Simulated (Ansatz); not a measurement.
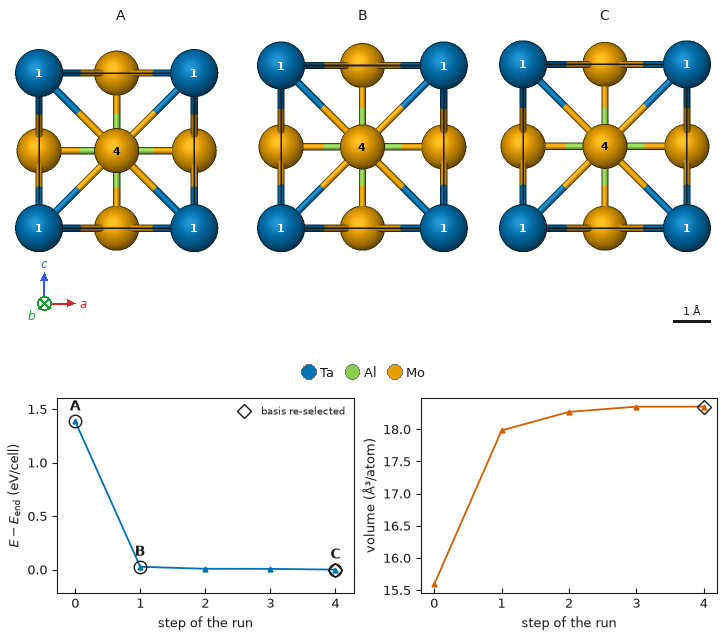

Frames of a relaxation of solid TaAlMo3 (a generated structure, set up in Pm-3m) (coarse preliminary run), marked on the history of the run. A ball-and-stick model of the cell of the calculation, seen along the b axis.

Theory: Ansatz 0.2.0, DFT PBE, scalar-relativistic, plane waves, PAW. (plane-wave cutoff 420 eV; k-point mesh 4 × 4 × 4; occupations gaussian; smearing width 0.1 eV; no spin polarisation; cell and atoms relaxed; force threshold 0.04 eV/Å; at most 70 steps)

> Describe the path.

The atoms keep their places relative to the cell (all moves are under 0.005 Å). The volume changes by +17.7 %, with a = b = c 4.272 → 4.510 Å (+5.6 %). Some distances before and after: Mo–Ta 3.021 → 3.189 Å, Mo–Mo 3.021 → 3.189 Å, Al–Mo 2.136 → 2.255 Å. The space group stays Pm-3m (No. 221). After 3 accepted moves (4 points after the start) the energy has fallen by 1.385 eV per cell of the calculation. All forces vanish by symmetry, so only the cell relaxes. The pressure goes from 36.84 to 0.11 GPa. The SCF was repeated once at an unchanged geometry on a basis and grid sized afresh for the cell, which shifted the energy by 7.2 meV per cell of the calculation at most. Cost: 5.1 s on 1 thread of Intel(R) Xeon(R) 6975P-C (Granite Rapids), with other jobs on the host, peak memory 0.43 GiB. From step 0 to 1: volume +15.3 %, energy −1.359 eV per cell of the calculation. From step 1 to 4: volume +2.1 %, energy −26.4 meV per cell of the calculation.

| step | E − E(0), meV/atom | pressure, GPa | volume, Å³/atom | note |
| --- | --- | --- | --- | --- |
| 0 | 0.00 | 36.84 | 15.589 |  |
| 1 | -271.76 | 3.44 | 17.982 |  |
| 2 | -275.41 | 0.74 | 18.271 |  |
| 3 | -275.59 | 0.02 | 18.353 |  |
| 4 | -277.03 | 0.11 | 18.353 | same geometry, new basis |
